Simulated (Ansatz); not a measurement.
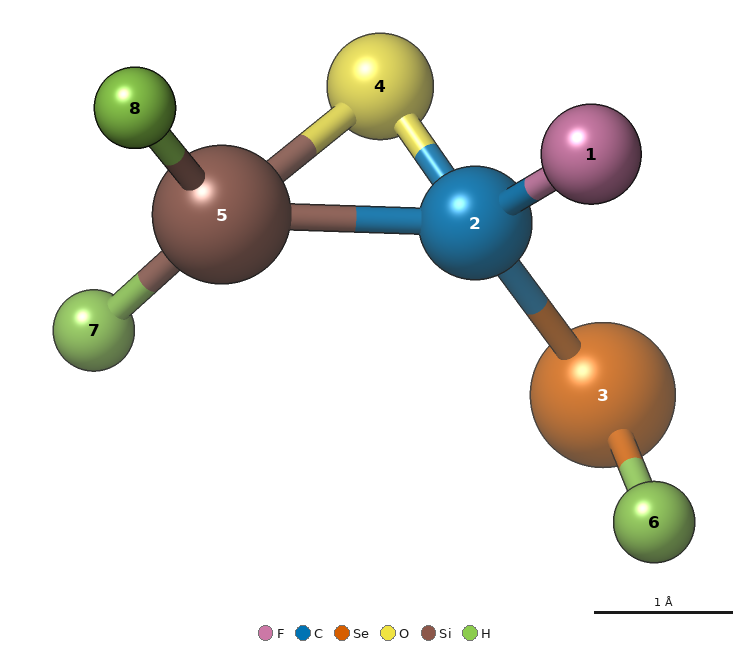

Orthographic view. Atoms fade into the background with distance from the viewer. The computed structure is the end point of a PBE-D4/def2-SVP optimisation. No frequency run is at hand to confirm it as a minimum.

Write a MOL file (V2000) with the atoms in numerical order, bonds sorted by atom number with the orders drawn, and coordinates in the frame of the picture: x right, y up, z towards the viewer, origin at the mean position.

```
CH3FOSeSi
                    3D

  8  8  0  0  0  0  0  0  0  0999 V2000
    1.4300    0.7300    0.9700 F   0  0  0  0  0  0  0  0  0  0  0  0
    0.5900    0.2300    0.0100 C   0  0  2  0  0  0  0  0  0  0  0  0
    1.5200   -1.0200   -1.2000 Se  0  0  0  0  0  2  0  0  0  0  0  0
   -0.1000    1.2200   -0.7000 O   0  0  0  0  0  0  0  0  0  0  0  0
   -1.2500    0.2900    0.2400 Si  0  0  0  0  0  4  0  0  0  0  0  0
    1.8900   -1.9500   -0.1000 H   0  0  0  0  0  0  0  0  0  0  0  0
   -2.1800   -0.5500   -0.5700 H   0  0  0  0  0  0  0  0  0  0  0  0
   -1.8800    1.0600    1.3500 H   0  0  0  0  0  0  0  0  0  0  0  0
  1  2  1  0
  2  3  1  0
  2  4  1  0
  2  5  1  0
  3  6  1  0
  4  5  1  0
  5  7  1  0
  5  8  1  0
M  END
```
